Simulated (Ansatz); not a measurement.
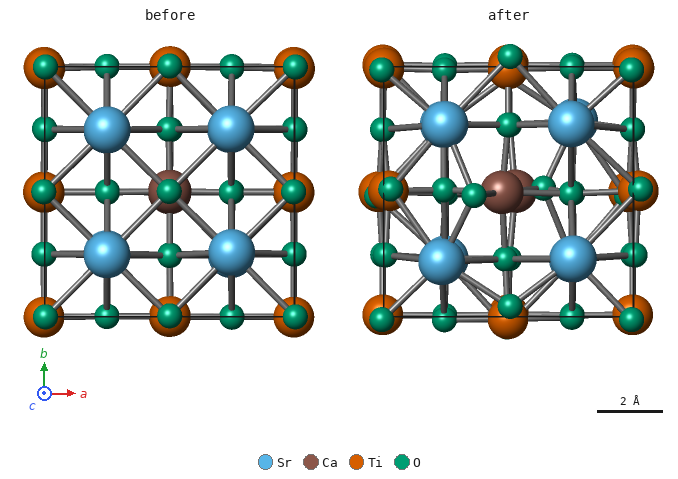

The structure of a defect cell of composition Sr8Ca2Ti6O24 before (left) and after (right) a relaxation, at one scale.

A ball-and-stick model of the cell of the calculation (origin shifted), seen along the c axis.

Computed with DFT, PBEsol, PAW, plane waves (Ansatz 0.2.0).

Input file:
```yaml
crystal:
  lattice:
    - [7.782821, 0.000000, 0.000000]
    - [0.000000, 7.782821, 0.000000]
    - [0.000000, 0.000000, 7.782821]
  atoms:
    - { symbol: Sr, position: [0.000539, 0.997890, 0.997281] }
    - { symbol: Sr, position: [0.999814, 0.002843, 0.497098] }
    - { symbol: Sr, position: [0.001472, 0.499076, 0.003133] }
    - { symbol: Sr, position: [0.000146, 0.496844, 0.499437] }
    - { symbol: Sr, position: [0.499813, 0.007879, 0.999680] }
    - { symbol: Sr, position: [0.497103, 0.998582, 0.504407] }
    - { symbol: Sr, position: [0.498106, 0.502756, 0.998057] }
    - { symbol: Sr, position: [0.494950, 0.498937, 0.495006] }
    - { symbol: Ca, position: [0.251522, 0.247488, 0.246281] }
    - { symbol: Ca, position: [0.251741, 0.251925, 0.749842] }
    - { symbol: Ti, position: [0.249927, 0.751038, 0.246310] }
    - { symbol: Ti, position: [0.254288, 0.751612, 0.752499] }
    - { symbol: Ti, position: [0.746035, 0.249809, 0.249933] }
    - { symbol: Ti, position: [0.749203, 0.247942, 0.749630] }
    - { symbol: Ti, position: [0.748476, 0.748678, 0.249873] }
    - { symbol: Ti, position: [0.751100, 0.743010, 0.752598] }
    - { symbol: O, position: [0.249671, 0.252147, 0.999996] }
    - { symbol: O, position: [0.250970, 0.250935, 0.500221] }
    - { symbol: O, position: [0.251578, 0.753912, 0.999503] }
    - { symbol: O, position: [0.248962, 0.751350, 0.505386] }
    - { symbol: O, position: [0.747340, 0.250460, 0.994033] }
    - { symbol: O, position: [0.751668, 0.249606, 0.497015] }
    - { symbol: O, position: [0.754282, 0.749917, 0.003718] }
    - { symbol: O, position: [0.751399, 0.745445, 0.503819] }
    - { symbol: O, position: [0.001665, 0.252193, 0.251870] }
    - { symbol: O, position: [0.002262, 0.248588, 0.757415] }
    - { symbol: O, position: [0.000968, 0.752294, 0.249670] }
    - { symbol: O, position: [0.000109, 0.751316, 0.749496] }
    - { symbol: O, position: [0.501568, 0.249830, 0.252760] }
    - { symbol: O, position: [0.497242, 0.248235, 0.750009] }
    - { symbol: O, position: [0.499818, 0.751396, 0.250470] }
    - { symbol: O, position: [0.500717, 0.748417, 0.746066] }
    - { symbol: O, position: [0.251913, 0.997911, 0.254422] }
    - { symbol: O, position: [0.251741, 0.994935, 0.752218] }
    - { symbol: O, position: [0.254697, 0.499361, 0.247171] }
    - { symbol: O, position: [0.247160, 0.501195, 0.748711] }
    - { symbol: O, position: [0.747848, 0.001136, 0.250749] }
    - { symbol: O, position: [0.749706, 0.000641, 0.754369] }
    - { symbol: O, position: [0.750478, 0.503113, 0.249349] }
    - { symbol: O, position: [0.752783, 0.499170, 0.751883] }
  symmetry: { detect: false }
kpoints:
  mp_grid: { grid: [1, 1, 1], shift: [0.25, 0.25, 0.25] }
hamiltonian:
  xc: pbesol
scf:
  occupations: { method: fermi_dirac, width: 0.01 }
relax:
  f_tol: 0.03
  max_steps: 80
  escape_saddle: false
  adjacent_minimum: "off"
output:
  forces: true
  eigenvalues: true
  populations: true
```

Command:
```bash
ansatz run in.yaml --threads 7 --pin off --max-ram 13300MiB --runs-dir r --events-out ev --progress --plain
```

Question: Describe what moved and what it gained.

Answer: After 21 geometry steps the energy has fallen by 7.455 eV per cell of the calculation. Largest force component: 5.8 eV/Å at the start, 0.018 eV/Å at the end. The largest move is that of O18, 1.24 Å along [2 0 1]. By element the largest moves are O 1.24 Å, Ca 0.52 Å, Sr 0.31 Å, Ti 0.24 Å. The lattice vectors keep their values. Some distances before and after: O17–O25 2.751 → 1.460 Å, O18–O30 2.730 → 1.458 Å, Sr2–O18 2.748 → 3.809 Å, Sr7–O17 2.746 → 3.798 Å. Bonds break: Sr2–O18 (2.75 → 3.81 Å), Sr4–O18 (2.73 → 3.77 Å), Sr5–O17 (2.72 → 3.74 Å), Sr7–O17 (2.75 → 3.80 Å). Among the angles between lasting bonds that change: Ca9–O18–Ca10 179.4° → 121.0°, Ca9–O17–Ca10 178.5° → 121.7°, Ca9–O29–Ti13 177.8° → 129.2°. Cost: 76 s on 7 threads of Arm Neoverse-V2, peak memory 1.1 GiB.

Limits of the set-up: the periodic images lie only 7.8 Å apart, so the values are limited by the cell's size.
